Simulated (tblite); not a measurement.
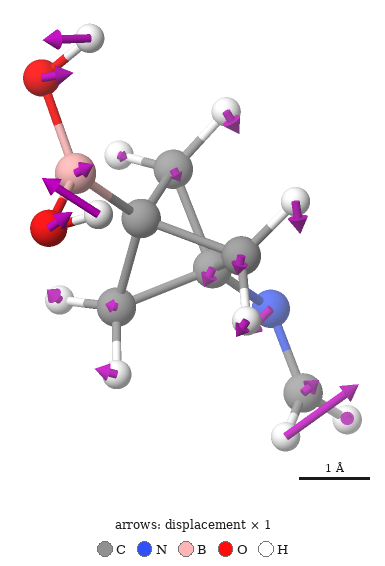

A relaxation of C$_{6}$H$_{10}$BNO$_{2}$. The starting structure is drawn; purple arrows show the displacements, at their true length. The two geometries are superimposed by the best rigid fit.

A ball-and-stick model, seen from a free direction.

Level of theory: GFN2-xTB geometry optimisation, gas phase (tblite 0.8.0). 

Question: Atoms of which element are displaced furthest, and by how much?

Answer: Hydrogen: up to 1.29 Å, against 0.57 Å for nitrogen.

Question: Describe the change and its energy.

Answer: After 138 geometry steps the energy has fallen by 1.918 eV. The atom that moves furthest after the best rigid fit is an H atom (1.29 Å). Largest moves by element: H 1.29 Å, N 0.57 Å, O 0.47 Å, C 0.31 Å, B 0.31 Å. Among the contacts that change: B–O 1.456 → 1.354 Å, C–N 1.290 → 1.253 Å, H–O 0.995 → 0.958 Å, C–H 1.120 → 1.087 Å. Bond angles that change, for instance: B–O–H 104.0° → 117.5°, B–O–H 104.9° → 117.7°, N–C–C 124.3° → 130.8°. Groups turn about B–O by about 90°, B–O by about 90°, C–N by about 60°. The run took 1.8 s on 1 thread of Arm Neoverse N1, on a shared host.
